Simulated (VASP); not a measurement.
Band structure of CsI (CsCl type). Computed with rev-vdW-DF2, VASP's PBE PAW potentials (set 64) (plane waves; VASP).

Unless said otherwise, spin-orbit coupling is left out, though it shifts the bands of the heavy elements here.

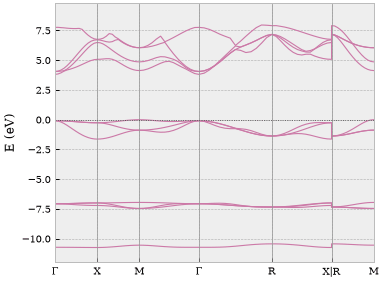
Bands along high-symmetry lines, zero at the valence-band maximum or, without a gap, the Fermi level

**Question.** Read the plot: is there a gap, and where are the band edges?

**Answer.** The gap is indirect, 3.81 eV, from the valence maximum at M to the conduction minimum at Γ. (Edges off the drawn lines would not show.)

Measured: gap 6.20 eV (computed value off by -2.39 eV), as given by Aguado et al., (1998), arXiv:cond-mat/9809176.

The compound is CsI in the CsCl type structure. It was relaxed first.
